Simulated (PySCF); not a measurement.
**WNH₂: structure of the doublet**

The task is one start of a wider search on WNH₂: the doublet, from a trigonal pyramidal start. It is relaxed, tested by its Hessian and followed downhill if it is a saddle.

Program: PySCF 2.14.0. Level of theory: PBE0, basis W def2-TZVP with ECP60, N def2-TZVP, H def2-TZVP, scalar-relativistic core potentials, no spin–orbit coupling, density fitting. These are calculated values, not measurements.

**1. The starting structure**

4 atoms, charge 0, spin multiplicity 2.

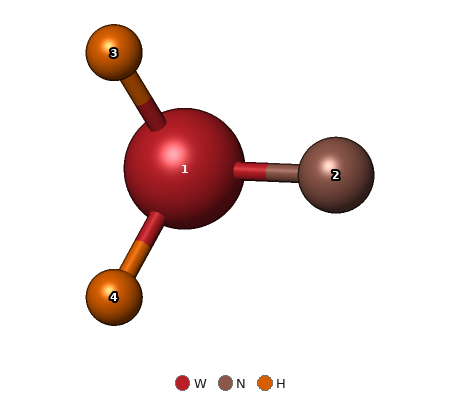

Start geometry, drawn with tungsten red, nitrogen brown, hydrogen orange; atoms are numbered from 1 in the order of the file.

```xyz
4
charge 0 multiplicity 2
W    -0.0114    0.1231    0.0000
N     0.0000   -1.6769    0.0000
H     1.0376    0.4161   -1.2923
H     1.0376    0.4160    1.2923
```

**2. First SCF at the start**

The steps below are one call of a driver around PySCF. For each, scf.py gives the equivalent set-up of the SCF; relaxations use the driver's own optimiser. After this first run the driver tries any further starts and a stability analysis.

scf.py

```python
from pyscf import gto, scf, dft
mol = gto.M(atom='''
W     -0.011370     0.123090    -0.000000
N      0.000000    -1.676890     0.000010
H      1.037590     0.416060    -1.292280
H      1.037600     0.416050     1.292290''',
    basis={'W': 'def2-TZVP', 'N': 'def2-TZVP', 'H': 'def2-TZVP'},
    ecp={'W': 'def2-TZVP'},
    charge=0, spin=1)
mf = dft.UKS(mol, xc='PBE0')
mf.grids.atom_grid = (50, 194)
aux = {'W': 'def2-universal-JKFIT', 'N': 'def2-universal-JKFIT', 'H': 'def2-universal-JKFIT'}
mf = mf.density_fit(auxbasis=aux)
mf.conv_tol = 1e-08
mf.diis_space = 10
mf.max_cycle = 60
mf.init_guess = 'minao'
mf.verbose = 4
mf.kernel()
```

The run is started by

```console
$ OMP_NUM_THREADS=2 python axn.py task.json out
```

What it wrote:

```text
init E= -103.404843475104
[... the frontier-level lines of each cycle are left out ...]
cycle= 1 E= -122.602260788676  delta_E= -19.2  |g|= 0.78  |ddm|=  5.4
cycle= 2 E= -117.701011230756  delta_E=  4.9  |g|= 2.76  |ddm|= 2.08
cycle= 3 E= -122.865274615098  delta_E= -5.16  |g|= 0.193  |ddm|= 1.83
cycle= 4 E= -122.874084169396  delta_E= -0.00881  |g|= 0.16  |ddm|= 0.246
cycle= 5 E= -122.886115278267  delta_E= -0.012  |g|= 0.0214  |ddm|= 0.121
cycle= 6 E= -122.886543071069  delta_E= -0.000428  |g|= 0.0137  |ddm|= 0.0294
cycle= 7 E= -122.886806516526  delta_E= -0.000263  |g|= 0.00645  |ddm|= 0.0197
cycle= 8 E= -122.887086482132  delta_E= -0.00028  |g|= 0.00486  |ddm|= 0.0301
cycle= 9 E= -122.887275002564  delta_E= -0.000189  |g|= 0.00326  |ddm|= 0.0273
cycle= 10 E= -122.887388536129  delta_E= -0.000114  |g|= 0.00212  |ddm|= 0.0244
cycle= 11 E= -122.887436427599  delta_E= -4.79e-05  |g|= 0.00256  |ddm|= 0.0188
cycle= 12 E= -122.887450038323  delta_E= -1.36e-05  |g|= 0.000249  |ddm|= 0.0117
cycle= 13 E= -122.887450327345  delta_E= -2.89e-07  |g|= 0.000147  |ddm|= 0.0015
cycle= 14 E= -122.887450393048  delta_E= -6.57e-08  |g|= 5.46e-05  |ddm|= 0.000484
cycle= 15 E= -122.887450409948  delta_E= -1.69e-08  |g|= 2.44e-05  |ddm|= 0.000274
cycle= 16 E= -122.88745041286  delta_E= -2.91e-09  |g|= 1.54e-05  |ddm|= 0.000114
Extra cycle  E= -122.887450411801  delta_E= 1.06e-09  |g|= 5.73e-05  |ddm|= 4.05e-05
converged SCF energy = -122.887450411801  <S^2> = 0.84035269  2S+1 = 2.0883991
```

This step, with its further starts and checks, needed 11 s of wall time on 2 threads of Arm Neoverse V1, shared host.

Energies from each starting density:

| start | energy (Eh) |
| --- | --- |
| the minimal-basis guess | -122.887450 |
| a thermally smeared density | -122.887450 |
| a smeared PBE density | -122.887450 |

No lower solution of this spin turned up from the other starts or in the test of internal stability.

**3. Trigonal pyramidal start, doublet: relaxation**

The program finds Cs symmetry in the start, which this walk keeps. Threshold on the gradient: 0.0003 Eh/bohr, with a further test on the energy change.

scf.py, as its differences from that of step 2:

```diff
@@ -3,4 +3,4 @@
-W     -0.011370     0.123090    -0.000000
-N      0.000000    -1.676890     0.000010
-H      1.037590     0.416060    -1.292280
-H      1.037600     0.416050     1.292290''',
+W     -0.011370     0.123092     0.000000
+N      0.000000    -1.676888    -0.000000
+H      1.037594     0.416058    -1.292286
+H      1.037596     0.416057     1.292284''',
@@ -17 +16,0 @@
-mf.init_guess = 'minao'
```

The optimiser's trace:

| step | energy (Eh) | change (kJ/mol) | largest symmetric gradient (Eh/bohr) |
| --- | --- | --- | --- |
| 0 | -122.887450 | 0.00 | 0.12613 |
| 1 | -122.908102 | -54.22 | 0.02945 |
| 2 | -122.909594 | -58.14 | 0.00856 |
| 3 | -122.910440 | -60.36 | 0.00659 |
| 4 | -122.910623 | -60.84 | 0.00301 |
| 5 | -122.910650 | -60.91 | 0.00122 |
| 6 | -122.910656 | -60.93 | 0.00030 |
| 7 | -122.910656 | -60.93 | 0.00010 |

The walk took 16 s.

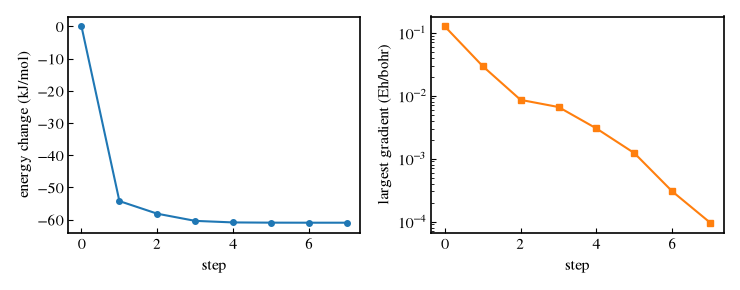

Energy and largest gradient along the walk.

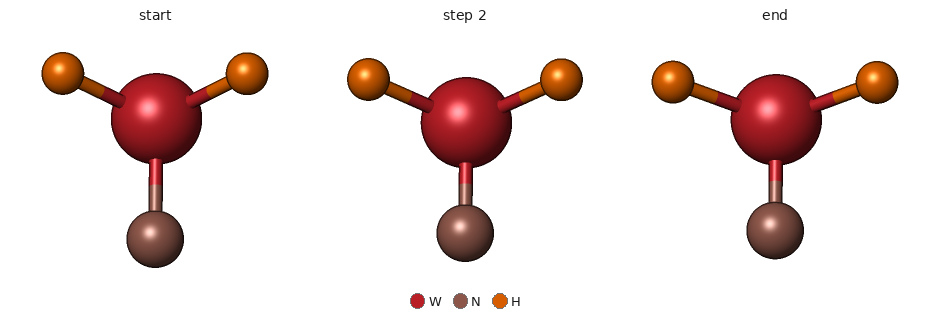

Start and end of the relaxation, with a step between.

It settles in Cs symmetry, 60.9 kJ/mol below the start, after 7 steps: W–H 1.710 Å (×2), W–N 1.650 Å; H–W–H 113.6°, H–W–N 97.8° (×2).

**4. Frequencies**

The point is checked on the finer grid, and tightened if its gradient asks for it. The Hessian and the dipole derivatives come from central differences of analytic gradients, with steps of 0.02 bohr.

scf.py, as its differences from that of step 3:

```diff
@@ -3,4 +3,4 @@
-W     -0.011370     0.123092     0.000000
-N      0.000000    -1.676888    -0.000000
-H      1.037594     0.416058    -1.292286
-H      1.037596     0.416057     1.292284''',
+W     -0.008790     0.113228     0.000000
+N     -0.013832    -1.536844    -0.000000
+H      0.898325     0.343418    -1.431096
+H      0.898327     0.343417     1.431095''',
@@ -11 +11 @@
-mf.grids.atom_grid = (50, 194)
+mf.grids.atom_grid = (75, 302)
@@ -14 +14 @@
-mf.conv_tol = 1e-08
+mf.conv_tol = 1e-10
```

This SCF starts from the last density.

Log of the central SCF (cycles and frontier levels):

```text
init E= -122.910675813039
[... the frontier-level lines of each cycle are left out ...]
cycle= 1 E= -122.910675813035  delta_E= 3.61e-12  |g|= 4.33e-06  |ddm|= 2.82e-06
Extra cycle  E= -122.910675812927  delta_E= 1.08e-10  |g|= 1.65e-05  |ddm|= 1e-05
converged SCF energy = -122.910675812927  <S^2> = 0.76667233  2S+1 = 2.0166034
```

The whole step took 47 s.

Geometry: Cs; W–H 1.710 Å (×2), W–N 1.650 Å; H–W–H 113.6°, H–W–N 97.8° (×2).

Modes, for the most abundant isotopes:

```tsv
symmetry	ω (cm⁻¹)	IR (km/mol)	μ (u)	type
a'	650	52.1	1.06	bend
a''	681	24.9	1.12	bend
a'	733	70.6	1.02	bend
a'	1168	64.4	14.78	stretch
a''	1991	215	1.02	stretch
a'	1999	65.4	1.01	stretch
```

Every mode is real; the point is a minimum.

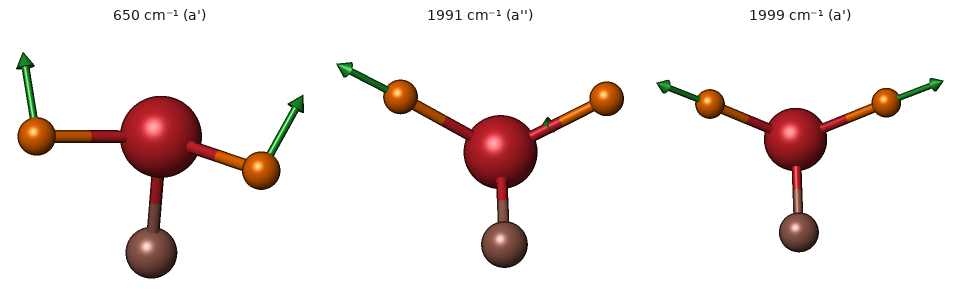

Displacements of 3 of the modes, as arrows (one member where a mode is degenerate).

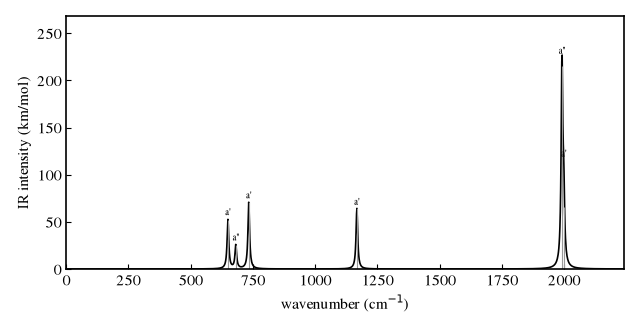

The harmonic infrared spectrum (widths in cm⁻¹). Lines are broadened to a width of 8 cm⁻¹ (Lorentzian).

Properties at this point:

```yaml
Dipole_moment: 4.30 D
Highest_occupied_level: -6.77 eV
Lowest_empty_level: -2.67 eV
Rotational_constants: 2.929, 0.4518, 0.4234 cm⁻¹
Zero-point_energy: 43.2 kJ/mol
Principal_polarisabilities: 43.9, 51.7, 54.3 bohr³
Atomisation_energy_without_zero-point_energy: 1194 kJ/mol
Principal_traceless_quadrupole_moments_about_the_centre_of_mass: -3.34, 0.45, 2.89 D Å
Entropy_at_298.15_K_and_1_bar_electronic_part_spin_only: 271.1 J/(mol K)
Heat_capacity_Cp_at_298.15_K: 45.0 J/(mol K)
Enthalpy_at_298.15_K_above_0_K: 10.90 kJ/mol
Rotational_symmetry_number: 1
Spin_squared_⟨S²⟩: 0.767
```

Populations by atom (charges in e):

```csv
atom,Mulliken,Löwdin,polar tensor,spin (Mulliken),Mayer order to W1
W1,0.55,0.41,1.01,1.28,–
N2,-0.34,-0.26,-0.53,-0.19,3.02
"H3,4",-0.11,-0.08,-0.24,-0.04,0.99
```

Outer orbital energies (eV). α occupied: -45.20, -19.59, -10.25, -9.35, -8.99, -8.89, -8.54, -6.77; empty: -2.67, -2.47, -0.86, 0.51. β occupied: -44.35, -44.10, -19.83, -10.03, -9.25, -8.92, -8.89, -8.57; empty: -2.51, -2.32, -1.75, -0.62.

Mulliken populations on W1 (outside its core potential): s 2.80, p 6.27, d 4.32, f 0.05.

**5. Results**

```
                                          quantity                                                            value
                                           minimum                                                      doublet, Cs
                                          geometry    W–H 1.710 Å (×2), W–N 1.650 Å; H–W–H 113.6°, H–W–N 97.8° (×2)
                                wavenumbers (cm⁻¹)  650 (a'), 681 (a''), 733 (a'), 1168 (a'), 1991 (a''), 1999 (a')
                                     dipole moment                                                           4.30 D
highest occupied, lowest empty level (either spin)                                                  -6.77, -2.67 eV
                         polar-tensor charge of W1                                                          +1.01 e
                                 zero-point energy                                                      43.2 kJ/mol
                               entropy at 298.15 K                                                  271.1 J/(mol K)
         atomisation energy (no zero-point energy)                                                      1194 kJ/mol
                                              ⟨S²⟩                                                            0.767
```

The molecule stays Cs, as typed, and the end point is a minimum. The strongest infrared band lies at 1991 cm⁻¹ (a'', stretch). Most of the spin sits on W1 (Mulliken spin 1.28, against 1 for the whole molecule). Other starts or spin states, not run here, may lie lower. One determinant may miss the lowest occupation of an open d or f shell. Spin–orbit coupling, left out here, can matter for elements this heavy.

The search up to here took 74 s.
